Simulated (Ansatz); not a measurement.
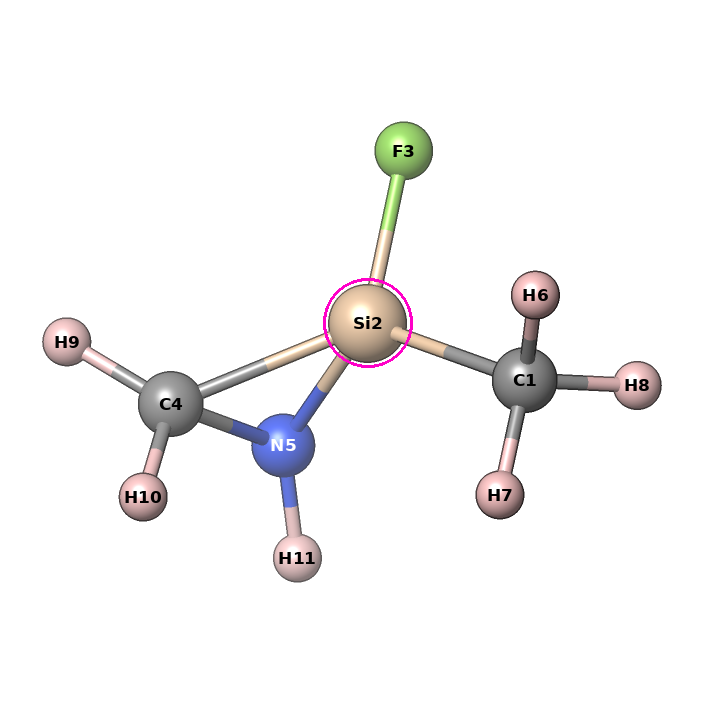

Depth is shown by fading: the farther an atom, the more it takes the colour of the background. Circles mark the stereogenic atoms. The computed structure is the end point of a PBE0-D4/def2-TZVP optimisation. No frequency run is at hand to confirm it as a minimum.

**Give the R/S and E/Z labels.**

Si2: S (priorities F3 > N5 > C4 > C1).

**Give a SMILES with the stereochemistry.**

C[Si@]1(F)CN1
